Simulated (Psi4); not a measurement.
# SnCl2F2 (SMILES [F][Sn]([F])([Cl])[Cl]): PBE0/def2-SVP (core potential)

Aim: the energy change on altering one bond length of SnCl2F2 at PBE0/def2-SVP (core potential), from 2 runs. 

Program for the calculation: Psi4 1.11.

5 further runs of the same task are left out: 5 that didn't finish.

## 1. Starting point

SnCl2F2 has 5 atoms, charge 0, and is taken as a singlet. As SMILES, `[F][Sn]([F])([Cl])[Cl]`. The shape is that of a PBE0-D4/def2-TZVP optimisation.

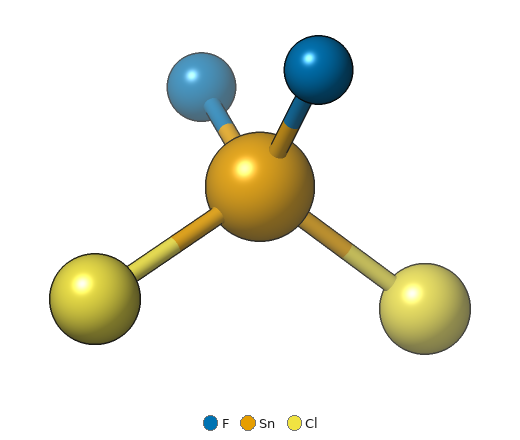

The structure, seen from a chosen angle (fluorine blue, tin amber, chlorine yellow).

## 2. A single-point energy at PBE0/def2-SVP (core potential)

Input file job.dat:

```
memory 2200 MB

molecule mol {
  0 1
  F     -0.136000    -0.318500     1.871500
  Sn     0.031600    -0.036600     0.013600
  F      1.509000    -1.080200    -0.523100
  Cl    -1.837700    -0.793000    -1.030000
  Cl     0.483000     2.154700    -0.373400
  symmetry c1
}

set {
  puream               true
  e_convergence        1e-09
  d_convergence        1e-08
  scf_type             pk
  dft_radial_points    99
  dft_spherical_points 590
}

e_tot, wfn = energy('pbe0/def2-SVP', return_wfn=True)
oeprop(wfn, 'MULLIKEN_CHARGES', 'QUADRUPOLE', 'MAYER_INDICES')
print_variables()
```

On the command line:

```sh
psi4 -n 1 job.dat job.out
```

job.out:

```text
[...]
    !!!  WARNING: ECP capability is in beta. Please check occupations closely.  !!!
[...]
  Running in c1 symmetry.
[...]
  Nuclear repulsion =  435.160608896010217
[...]
  Multiplicity = 1
[...]
  Nalpha       = 37
  Nbeta        = 37
[...]
    Number of basis functions: 90
[...]
   @RKS iter   1: -1333.44786661282637   -1.43972e+00   6.68938e-03 ADIIS/DIIS
[...]
   @RKS iter  12: -1333.57751638148579   -2.04636e-12   4.91673e-09 DIIS
[...]
    Orbital Energies [Eh]
    ---------------------
    Doubly Occupied:
       1A   -101.719776     2A   -101.719745     3A    -24.770128
       4A    -24.770098     5A     -9.571158     6A     -9.571142
       7A     -7.311105     8A     -7.311095     9A     -7.303210
      10A     -7.303199    11A     -7.303196    12A     -7.303189
      13A     -5.252123    14A     -3.587286    15A     -3.586064
      16A     -3.585431    17A     -1.221563    18A     -1.208562
      19A     -1.158607    20A     -1.150208    21A     -1.149707
      22A     -1.128753    23A     -1.099689    24A     -0.880055
      25A     -0.864873    26A     -0.575939    27A     -0.476821
      28A     -0.469756    29A     -0.467431    30A     -0.432984
      31A     -0.429543    32A     -0.427748    33A     -0.412547
      34A     -0.382597    35A     -0.380330    36A     -0.374159
[...]
  @RKS Final Energy: -1333.57751638148579
   => Energetics <=
    Nuclear Repulsion Energy =            435.1606088960102170
    One-Electron Energy =               -2792.5364418571302849
    Two-Electron Energy =                1095.8524547264964895
    DFT Exchange-Correlation Energy =     -72.0541381468621296
    Empirical Dispersion Energy =           0.0000000000000000
    VV10 Nonlocal Energy =                  0.0000000000000000
    Total Energy =                      -1333.5775163814857933
[...]
 Multipole Moments:
 ------------------------------------------------------------------------------------
     Multipole            Electronic (a.u.)      Nuclear  (a.u.)        Total (a.u.)
 ------------------------------------------------------------------------------------
 L = 1.  Multiply by 2.5417464519 to convert [e a0] to [Debye]
 Dipole X            :          7.7906129           -8.1149820           -0.3243691
 Dipole Y            :         -7.8840030            8.2122981            0.3282951
 Dipole Z            :          7.8625069           -8.1894410           -0.3269341
 Magnitude           :                                                    0.5655784
 L = 2.  Multiply by 1.3450342976 to convert [e a0^2] to [Debye ang]
 Quadrupole XX       :       -333.9753970          289.1253497          -44.8500474
 Quadrupole XY       :       -103.1628826          104.3595462            1.1966636
[...]
  Mulliken Charges: (a.u.)
   Center  Symbol    Alpha    Beta     Spin     Total
       1     F     4.69987  4.69987  0.00000 -0.39974
       2    SN    10.39912 10.39912  0.00000  1.20175
       3     F     4.69988  4.69988  0.00000 -0.39975
       4    CL     8.60057  8.60057  0.00000 -0.20114
       5    CL     8.60056  8.60056  0.00000 -0.20112
   Total alpha = 37.00000, Total beta = 37.00000, Total charge = -0.00000
  Mayer Bond Indices:
[...]
```

Wall time 8.1 s (1 thread of Intel Xeon 6975P-C (Granite Rapids), shared host); peak memory 0.82 GiB.

## 3. The distorted shape: energy and forces at PBE0/def2-SVP (core potential)

Input file cl2f2sn.xyz:

```xyz
5
Cl2F2Sn
F      1.359407     0.286607     2.706361
Sn     1.527007     0.568507     0.848461
F      3.004407    -0.475093     0.311761
Cl    -1.837700    -0.793000    -1.030000
Cl     1.978407     2.759807     0.461461
```

Input file calc.py:

```python
import psi4

psi4.set_memory('2200 MB')
psi4.set_num_threads(1)
psi4.set_output_file('output.dat', False)

with open('cl2f2sn.xyz') as f:
    atoms = ''.join(f.readlines()[2:])
mol = psi4.geometry('0 1\n' + atoms + 'symmetry c1')

options = {'basis': 'def2-SVP', 'puream': True, 'e_convergence': 1e-09, 'd_convergence': 1e-08, 'scf_type': 'pk', 'dft_radial_points': 99, 'dft_spherical_points': 590}
psi4.set_options(options)

result, w = psi4.gradient("PBE0", molecule=mol, return_wfn=True)
psi4.oeprop(w, "LOWDIN_CHARGES", "MAYER_INDICES", "WIBERG_LOWDIN_INDICES")
print('gradient / Eh bohr^-1')
print(result.np.round(6))
print(f'energy = {w.energy():.10f} Eh')
```

On the command line:

```sh
python calc.py
```

output.dat (excerpt; [...] marks lines left out):

```text
[...]
    !!!  WARNING: ECP capability is in beta. Please check occupations closely.  !!!
[...]
  Running in c1 symmetry.
[...]
  Nuclear repulsion =  368.963089644751449
[...]
  Multiplicity = 1
[...]
  Nalpha       = 37
  Nbeta        = 37
[...]
    Number of basis functions: 90
[...]
   @RKS iter   1: -1333.16808661205505   -1.53375e+00   7.40117e-03 DIIS/ADIIS
[...]
   @RKS iter  29: -1333.42953979842832   -6.82121e-13   2.08868e-09 DIIS
[...]
  @RKS Final Energy: -1333.42953979842832
   => Energetics <=
    Nuclear Repulsion Energy =            368.9630896447514488
    One-Electron Energy =               -2660.0882744281398118
    Two-Electron Energy =                1029.6501064024819243
    DFT Exchange-Correlation Energy =     -71.9544614175219408
    Empirical Dispersion Energy =           0.0000000000000000
    VV10 Nonlocal Energy =                  0.0000000000000000
    Total Energy =                      -1333.4295397984283227
[...]
 Multipole Moments:
 ------------------------------------------------------------------------------------
     Multipole            Electronic (a.u.)      Nuclear  (a.u.)        Total (a.u.)
 ------------------------------------------------------------------------------------
 L = 1.  Multiply by 2.5417464519 to convert [e a0] to [Debye]
 Dipole X            :         24.9184174          -24.0596858            0.8587315
 Dipole Y            :         -0.8889484            1.7603744            0.8714259
 Dipole Z            :         17.4041553          -17.0911055            0.3130498
 Magnitude           :                                                    1.2628552
[...]
  -Total Gradient:
     Atom            X                  Y                   Z
    ------   -----------------  -----------------  -----------------
       1        0.003416888437     0.003894712532    -0.017106148264
       2        0.030843100212     0.009547661564     0.018230895178
       3       -0.012429873034     0.011218041683     0.006029216958
       4       -0.020576920121    -0.008515298257    -0.011427920872
       5       -0.001271604449    -0.016152019834     0.004263472490
[...]
```

Standard output:

```text
gradient / Eh bohr^-1
[[ 0.003417  0.003895 -0.017106]
 [ 0.030843  0.009548  0.018231]
 [-0.01243   0.011218  0.006029]
 [-0.020577 -0.008515 -0.011428]
 [-0.001272 -0.016152  0.004263]]
energy = -1333.4295397984 Eh
```

Run time: 17 s. Hardware: 1 thread of Intel Xeon 6975P-C (Granite Rapids), shared host; peak memory 0.76 GiB.

## 4. Outcome

Level: PBE0/def2-SVP (core potential).

| quantity | value |
| --- | --- |
| first shape: total energy | -1333.57752 Eh |
| first shape: dipole moment | 1.44 D |
| first shape: HOMO energy | -10.08 eV |
| first shape: LUMO energy | -3.15 eV |
| first shape: HOMO–LUMO gap | 6.93 eV |
| distorted shape: total energy | -1333.42954 Eh |
| distorted shape: dipole moment | 3.21 D |
| distorted shape: HOMO energy | -8.08 eV |
| distorted shape: LUMO energy | -6.59 eV |
| distorted shape: HOMO–LUMO gap | 1.49 eV |
| distorted shape: largest force on an atom | 1.907 eV/Å |
| energy change with the Sn2–Cl4 bond stretched from 2.271 to 4.087 Å | 4.027 eV |

One bond (distorted shape) is far stretched, which a spin-restricted single reference describes badly; a broken-symmetry solution may lie lower. With the Sn2–Cl4 bond stretched from 2.271 to 4.087 Å the energy rises by 4.03 eV (389 kJ/mol). The first shape isn't relaxed at this level, so the change isn't measured from a minimum. A restricted reference can't describe the breaking bond well at this length. Mulliken charges (first shape) run from -0.40 on F3 to +1.20 on Sn2.
